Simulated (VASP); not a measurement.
Band structure of ZrO$_{2}$ (relaxed from the rutile structure, space group P4_2/mnm). Method: r2SCAN meta-GGA, VASP's PBE PAW potentials (set 64) (plane waves; VASP).

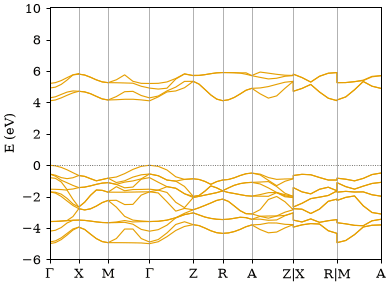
Figure. Bands along high-symmetry lines, zero at the valence-band maximum or, without a gap, the Fermi level

Q: Read the plot: is there a gap, and where are the band edges?

A: The gap is direct, 4.10 eV, from the valence maximum at Γ to the conduction minimum at Γ.

The structure was generated: ZrO2 was put into the rutile type (P4_2/mnm), which need not be its known phase. It was relaxed first.
